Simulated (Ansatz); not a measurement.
# Response to strain in TiO2

The parent structure is TiO$_{2}$ in the rutile structure (space group P4_2/mnm, No. 136; a = 4.591 Å, c = 2.939 Å).

Strains are applied to the cell and any free atomic positions relax.

Method: DFT with PBEsol, PAW potentials and a 420 eV plane-wave cutoff in Ansatz (a program for electronic structure), no SOC.

Notes on the quantities. energy relative to the base: free energy F.

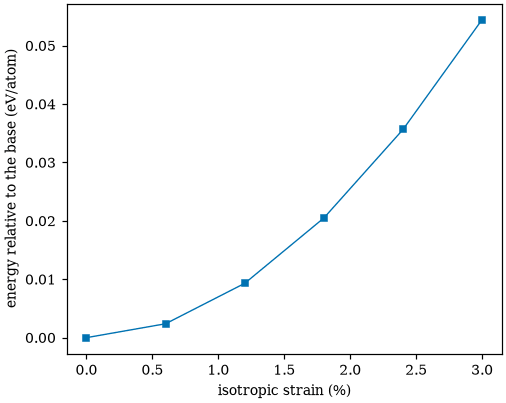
Fig. 1. Energy relative to the base against isotropic strain

Question: From the plot, what is the energy relative to the base for isotropic strain +1.80 %?

Answer: About 0.020 eV/atom.

Question: Is the trend monotonic over the range shown?

Answer: Yes, it rises throughout, spanning 0 meV/atom to +54 meV/atom.

Whether these cells are dynamically stable was not tested. The final runs are not spin-polarised.
